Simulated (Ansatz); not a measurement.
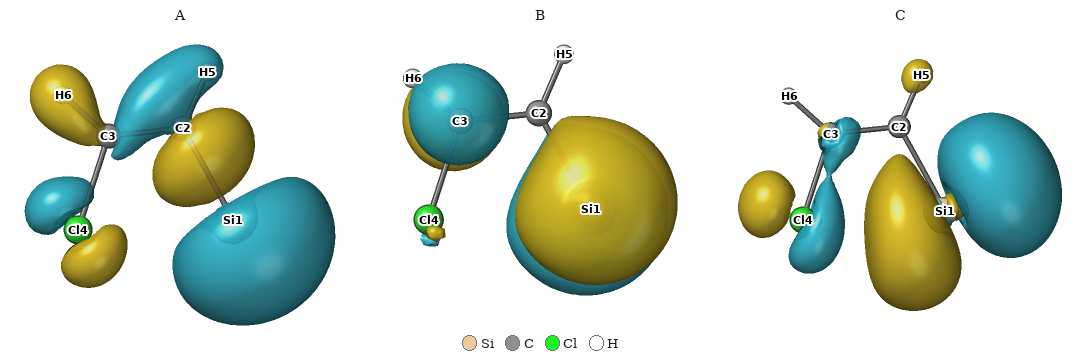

The picture shows: C2H2ClSi (doublet). Three frontier orbitals at ±0.1 Å⁻³ᐟ² (yellow and cyan are the two phases), in no order.

Level of theory: UKS PBE0-D4/def2-SVP (Ansatz 0.2.0).

```yaml
atoms:
  - { symbol: Si, position_ang: [-0.1536, 0.6122, -1.5406] }
  - { symbol: C, position_ang: [-0.3243, 0.5400, 0.3110] }
  - { symbol: C, position_ang: [0.4401, -0.4216, 0.8613] }
  - { symbol: Cl, position_ang: [1.3907, -1.3467, -0.3063] }
  - { symbol: H, position_ang: [-0.9488, 1.1657, 0.9593] }
  - { symbol: H, position_ang: [0.5818, -0.7365, 1.8965] }
```

Order the three orbitals by energy and name them. All are α orbitals.

Answer. A is the HOMO−1 (α) (−7.61 eV). Its weight (Hirshfeld) is mainly on Si1 (about 65 %) and C2 (about 20 %); it is symmetric in the molecular plane (an in-plane orbital: σ, lone-pair or in-plane π type). B is the HOMO (α) (−5.07 eV). It lies mainly on Si1 (about 70 %) and C3 (about 15 %); it changes sign across the molecular plane (π type); π-antibonding (a node) across C2–C3. C is the LUMO (α) (−2.26 eV). Its weight (Hirshfeld) is mainly on Si1 (about 80 %) and Cl4 (about 10 %); it is symmetric in the molecular plane (an in-plane orbital: σ, lone-pair or in-plane π type).

What is the gap between the highest occupied and lowest empty α orbitals?

Answer. 2.81 eV between the orbital energies.
